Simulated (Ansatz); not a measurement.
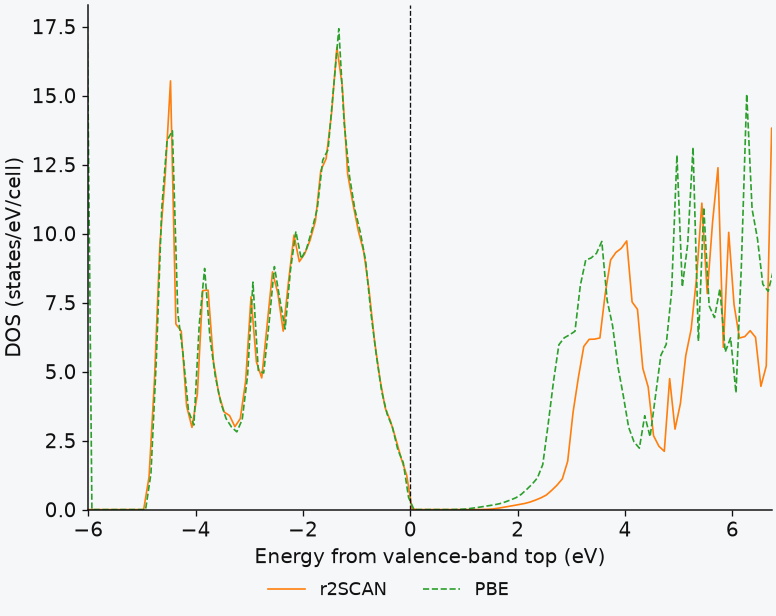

Total densities of states of Zn₂CdSe₃, space group P6_3mc (No. 186), 12 atoms in the cell, by two methods on the same cell. Each is counted from its own valence-band top.

**How do the methods compare?**

r2SCAN gives a gap of 1.26 eV and PBE gives a gap of 0.73 eV.

Settings. r2SCAN: DFT r2SCAN, scalar-relativistic, plane waves, PAW, no spin polarisation, 6×6×2 k mesh, 500 eV cutoff, Gaussian smearing of 0.02 eV (Ansatz). PBE: DFT PBE, scalar-relativistic, plane waves, PAW, no spin polarisation, 6×6×2 k mesh, 420 eV cutoff, Gaussian smearing of 0.02 eV (Ansatz 0.2.0).

The structure is an invented one, so it need not be a known or stable phase.
